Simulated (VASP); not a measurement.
Band structure of Nb3ZrN4 (ordered alloy cell). Method: PBEsol GGA, VASP's PBE PAW potentials (set 64) (plane waves; VASP).

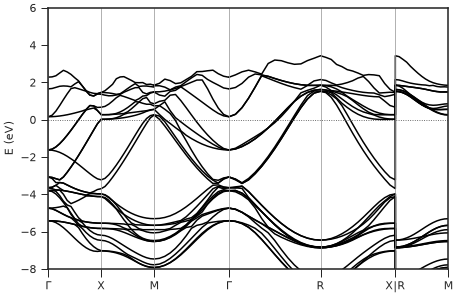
Bands along high-symmetry lines, zero at the valence-band maximum or, without a gap, the Fermi level

Problem. Read the plot: is there a gap, and where are the band edges?

Solution. It has no gap at this level: it comes out as a metal or semimetal. (Edges off the drawn lines would not show.)

The structure was generated: Nb3ZrN4 was put into an ordered model structure (Pm-3m), which need not be its known phase. It was relaxed first. The electron count is odd and the run is not spin-polarised, which forces a metal.
